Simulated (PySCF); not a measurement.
CF₅NOW: geometry relaxation

The run: geometry relaxation of CF₅NOW (W(NCO)F5), SMILES O=C=[N][W]([F])([F])([F])([F])[F]. Method and program: PBE0-D3(BJ)/def2-SVP geometry optimisation, gas phase (PySCF 2.14.0).

It belongs to a series of runs on one base structure; here: one ligand: F to NCO.

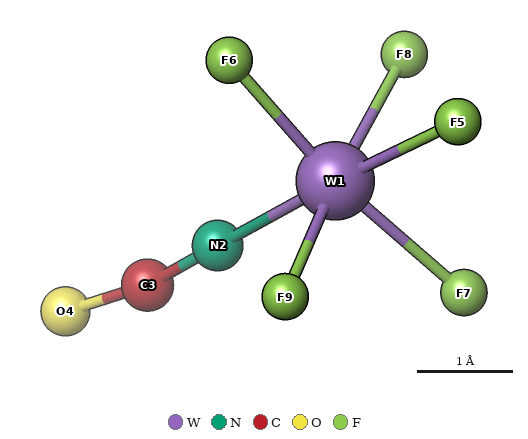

*The structure as given in the input (ball-and-stick view, seen at a tilt; atoms are numbered from 1 in the order of the input). Sticks mark near contacts.*

Bond lengths as drawn: C–N 1.18 Å, C–O 1.18 Å, F–W 1.77 to 1.95 Å and N–W 2.00 Å.

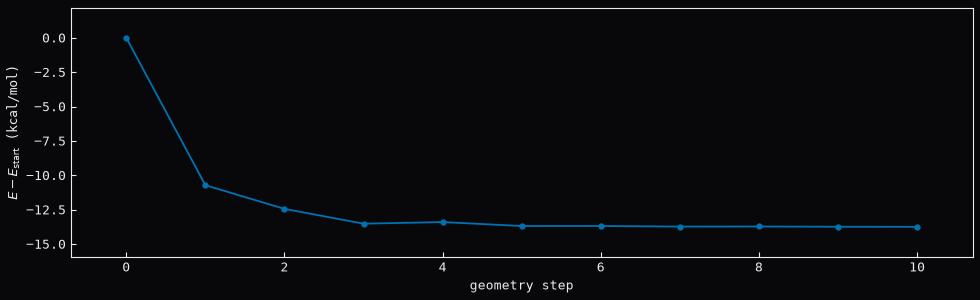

*Progress of the relaxation, step by step (steps are counted from 0).*

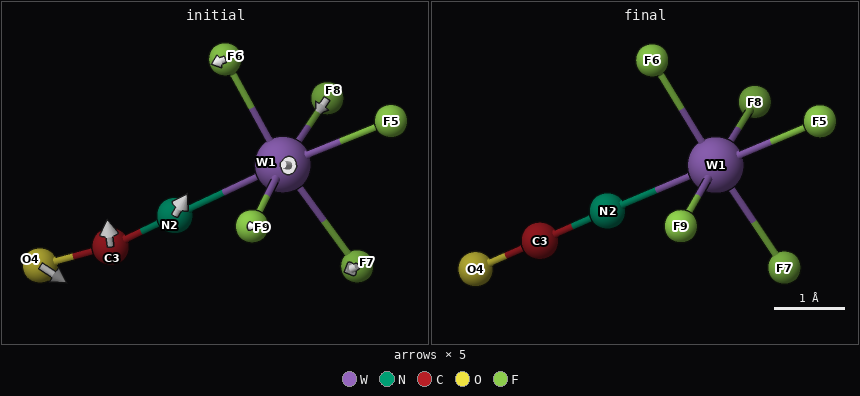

*Before (left) and after (right) the relaxation, at one scale (ball-and-stick view, seen at a tilt). The white arrows give the displacements, magnified 5 times.*

After 10 geometry steps the energy has fallen by 13.8 kcal/mol. The largest force component goes from 6.1 to 0.0094 eV/Å. O4 moves most after the best rigid fit: 0.096 Å. By element the largest moves are O 0.096 Å, C 0.088 Å, N 0.082 Å, W 0.081 Å, F 0.063 Å. Among the contacts that change: W1–F8 1.954 → 1.847 Å, W1–F9 1.767 → 1.847 Å, W1–N2 2.000 → 1.928 Å, W1–F6 1.790 → 1.846 Å. Among the angles that change: N2–C3–O4 170.1° → 179.9°, N2–W1–F5 174.2° → 179.8°, F6–W1–F9 94.9° → 89.9°. (Atoms are counted from 1 in the order of the input.)

The input and output of the run follow.

**Input**
```
{"job": {"xc": "PBE0", "basis": "def2-SVP", "d3": "d3bj", "grid": 1, "maxiter": 30, "shake": 0.03, "kind": "geom"}, "charge": 0, "multiplicity": 1}
W      0.061130    -0.077290    -0.821180
N     -0.012680    -0.021600     1.176610
C     -0.058140    -0.008210     2.358980
O      0.098960     0.009080     3.525770
F     -0.012010    -0.005740    -2.682100
F      1.846420     0.014850    -0.915680
F     -1.830070    -0.013030    -0.900890
F      0.041630     1.874750    -0.907600
F     -0.002500    -1.842260    -0.859580
```

The first line tells a small driver script what to run in PySCF; the rest is the geometry in Å.

Command:
```bash
OMP_NUM_THREADS=1 python <driver script> task.json out
```

**Log**
```
step   0  E = -733.45598043  max force = 0.117914
step   1  E = -733.47306928  max force = 0.025798
step   2  E = -733.47581248  max force = 0.007683
step   3  E = -733.47752777  max force = 0.008028
step   4  E = -733.47734224  max force = 0.003973
step   5  E = -733.47779894  max force = 0.002737
step   6  E = -733.47779620  max force = 0.003526
step   7  E = -733.47786436  max force = 0.002234
step   8  E = -733.47785299  max force = 0.001574
step   9  E = -733.47788371  max force = 0.000841
step  10  E = -733.47789356  max force = 0.000183
optimisation converged
```

**Trajectory as extended XYZ (Å, eV, eV/Å), 11 frames, from step=0 to step=10**
```
9
Properties=species:S:1:pos:R:3:forces:R:3 step=0 energy=-19958.35381
W     0.0611   -0.0773   -0.8212   -3.7651   6.0634   0.5032
N    -0.0127   -0.0216    1.1766   -0.2027  -0.2488  -4.6715
C    -0.0581   -0.0082    2.3590    1.3642   0.1687   4.5078
O     0.0990    0.0091    3.5258   -0.8932  -0.0437  -1.4973
F    -0.0120   -0.0057   -2.6821    0.1809  -0.3068   0.5875
F     1.8464    0.0149   -0.9157    1.8330  -0.1989   0.0861
F    -1.8301   -0.0130   -0.9009    1.3112  -0.0903   0.1973
F     0.0416    1.8747   -0.9076    0.0217  -2.5319   0.3358
F    -0.0025   -1.8423   -0.8596    0.1500  -2.8118  -0.0490
9
Properties=species:S:1:pos:R:3:forces:R:3 step=1 energy=-19958.81882
W     0.0358   -0.0512   -0.8165   -0.3762   0.3673   0.0274
N     0.0173    0.0096    1.1042   -0.2615  -0.5644  -0.2541
C    -0.0089    0.0381    2.3125    0.5950   0.0515   1.3266
O     0.0588    0.0656    3.4743   -0.3472  -0.0085  -0.7549
F    -0.0347    0.0003   -2.6564    0.3403   0.1498  -0.3705
F     1.8805   -0.0673   -0.8527    0.0225   0.2014  -0.1218
F    -1.8034    0.0397   -0.9060   -0.2857  -0.4856   0.2322
F    -0.0529    1.7900   -0.7497    0.4943   0.2865  -0.3825
F     0.0403   -1.8943   -0.9353   -0.1816   0.0019   0.2977
9
Properties=species:S:1:pos:R:3:forces:R:3 step=2 energy=-19958.89347
W     0.0357   -0.0242   -0.8119    0.0486  -0.2137  -0.1667
N     0.0152   -0.0109    1.1071    0.0110   0.1016   0.3592
C    -0.0170   -0.0095    2.3237    0.3540   0.0292   0.0510
O     0.0104   -0.0082    3.4806   -0.1992  -0.0063  -0.1557
F    -0.0299    0.0120   -2.6555    0.0417  -0.3476  -0.2832
F     1.8836    0.0446   -0.9218   -0.1534  -0.3090   0.1416
F    -1.8058   -0.0029   -0.8388   -0.2123   0.0469  -0.0022
F     0.0501    1.8104   -0.9106   -0.1195   0.3951   0.2728
F    -0.0096   -1.8807   -0.7984    0.2290   0.3039  -0.2167
9
Properties=species:S:1:pos:R:3:forces:R:3 step=3 energy=-19958.94015
W     0.0256   -0.0221   -0.8224   -0.2717   0.4128   0.0226
N     0.0272   -0.0032    1.1148   -0.0192  -0.0875  -0.1511
C     0.0046    0.0067    2.3316    0.1033   0.0052  -0.3412
O     0.0006    0.0158    3.4864   -0.0556   0.0030   0.1598
F    -0.0143   -0.0144   -2.6810    0.0574  -0.0074   0.3101
F     1.8713   -0.0054   -0.8985   -0.0929  -0.0760   0.0211
F    -1.8275   -0.0127   -0.8609    0.2418   0.0035   0.0322
F     0.0314    1.8359   -0.8431   -0.0236  -0.3836  -0.0599
F     0.0139   -1.8701   -0.8525    0.0605   0.1301   0.0064
9
Properties=species:S:1:pos:R:3:forces:R:3 step=4 energy=-19958.93510
W     0.0205   -0.0049   -0.8183   -0.1186   0.0089  -0.0596
N     0.0322   -0.0050    1.1048   -0.0392   0.1026   0.1597
C     0.0147   -0.0039    2.3201   -0.0159   0.0000  -0.0507
O    -0.0037   -0.0028    3.4757    0.0109  -0.0036   0.0455
F    -0.0023   -0.0153   -2.6679    0.0611  -0.0561  -0.0737
F     1.8620   -0.0445   -0.8720    0.1542   0.2029  -0.0417
F    -1.8247    0.0155   -0.8657   -0.0673  -0.1622   0.0619
F    -0.0075    1.8380   -0.8790    0.1901   0.1117   0.0614
F     0.0416   -1.8465   -0.8234   -0.1755  -0.2043  -0.1028
9
Properties=species:S:1:pos:R:3:forces:R:3 step=5 energy=-19958.94752
W     0.0204   -0.0092   -0.8186   -0.0630  -0.0109  -0.0424
N     0.0299   -0.0033    1.1048   -0.0070   0.0160   0.1407
C     0.0114    0.0017    2.3199   -0.0124  -0.0026  -0.0077
O    -0.0076    0.0063    3.4758    0.0092  -0.0004   0.0098
F    -0.0021   -0.0190   -2.6680    0.0233   0.0063  -0.0771
F     1.8630   -0.0245   -0.8824    0.1072   0.0650  -0.0010
F    -1.8249   -0.0036   -0.8579   -0.0595  -0.0416   0.0237
F     0.0159    1.8343   -0.8586    0.0538   0.1064  -0.0183
F     0.0267   -1.8522   -0.8407   -0.0516  -0.1382  -0.0278
9
Properties=species:S:1:pos:R:3:forces:R:3 step=6 energy=-19958.94745
W     0.0194   -0.0113   -0.8214   -0.0263   0.0755   0.0602
N     0.0270   -0.0052    1.1128   -0.0505   0.0252  -0.1567
C     0.0101   -0.0008    2.3283    0.0282   0.0026  -0.0809
O    -0.0010    0.0033    3.4843   -0.0119  -0.0016   0.0267
F    -0.0001   -0.0151   -2.6753    0.0523  -0.0345   0.1334
F     1.8675   -0.0084   -0.8717   -0.1049  -0.0281  -0.0240
F    -1.8292   -0.0109   -0.8678    0.1036   0.0163   0.0532
F     0.0250    1.8395   -0.8718   -0.0182  -0.1813   0.0306
F     0.0140   -1.8606   -0.8430    0.0277   0.1259  -0.0425
9
Properties=species:S:1:pos:R:3:forces:R:3 step=7 energy=-19958.94930
W     0.0210   -0.0118   -0.8206   -0.0262   0.0494   0.0436
N     0.0256   -0.0043    1.1113   -0.0049   0.0016  -0.1149
C     0.0072    0.0010    2.3264    0.0241   0.0016  -0.0264
O    -0.0061    0.0062    3.4826   -0.0107  -0.0009   0.0071
F     0.0026   -0.0157   -2.6731    0.0107  -0.0119   0.0752
F     1.8676   -0.0123   -0.8823   -0.0604  -0.0090   0.0205
F    -1.8268   -0.0097   -0.8575    0.0583   0.0017   0.0093
F     0.0238    1.8372   -0.8643   -0.0017  -0.1084   0.0034
F     0.0179   -1.8599   -0.8482    0.0108   0.0760  -0.0178
9
Properties=species:S:1:pos:R:3:forces:R:3 step=8 energy=-19958.94899
W     0.0178   -0.0118   -0.8195   -0.0028  -0.0156   0.0014
N     0.0265   -0.0037    1.1058   -0.0509  -0.0184   0.0495
C     0.0119    0.0026    2.3205    0.0048  -0.0004   0.0563
O    -0.0008    0.0086    3.4769    0.0011   0.0000  -0.0196
F     0.0037   -0.0171   -2.6689    0.0444   0.0130  -0.0642
F     1.8624   -0.0133   -0.8640    0.0525  -0.0051  -0.0398
F    -1.8273   -0.0106   -0.8659   -0.0475   0.0033   0.0449
F     0.0219    1.8323   -0.8574   -0.0056   0.0809  -0.0300
F     0.0166   -1.8567   -0.8533    0.0039  -0.0577   0.0015
9
Properties=species:S:1:pos:R:3:forces:R:3 step=9 energy=-19958.94983
W     0.0189   -0.0113   -0.8194   -0.0051  -0.0081  -0.0042
N     0.0251   -0.0041    1.1069   -0.0200  -0.0065   0.0349
C     0.0095    0.0017    2.3218    0.0065   0.0000   0.0199
O    -0.0040    0.0072    3.4780   -0.0004  -0.0005  -0.0063
F     0.0056   -0.0164   -2.6696    0.0164   0.0029  -0.0332
F     1.8640   -0.0135   -0.8718    0.0270  -0.0013  -0.0057
F    -1.8269   -0.0098   -0.8595   -0.0231   0.0001   0.0165
F     0.0223    1.8337   -0.8609   -0.0019   0.0432  -0.0148
F     0.0181   -1.8569   -0.8513    0.0007  -0.0298  -0.0071
9
Properties=species:S:1:pos:R:3:forces:R:3 step=10 energy=-19958.95010
W     0.0191   -0.0109   -0.8196    0.0056  -0.0014   0.0057
N     0.0229   -0.0048    1.1082   -0.0094  -0.0023  -0.0032
C     0.0080    0.0006    2.3233    0.0066   0.0003  -0.0013
O    -0.0052    0.0057    3.4795   -0.0007  -0.0007   0.0003
F     0.0094   -0.0150   -2.6705    0.0036  -0.0005  -0.0007
F     1.8649   -0.0131   -0.8715   -0.0010  -0.0004   0.0057
F    -1.8271   -0.0099   -0.8584   -0.0024   0.0006   0.0048
F     0.0223    1.8351   -0.8632   -0.0023   0.0014  -0.0055
F     0.0185   -1.8572   -0.8534    0.0000   0.0030  -0.0058
```

**Key numbers**

| quantity | value |
| --- | --- |
| outcome | converged |
| total energy | −733.477894 hartree |
| dipole moment | 1.99 D |
| point group | C4v |
| hardware | 1 CPU thread, shared host |
| wall time | 2.3 min |
| peak memory | 0.55 GiB |
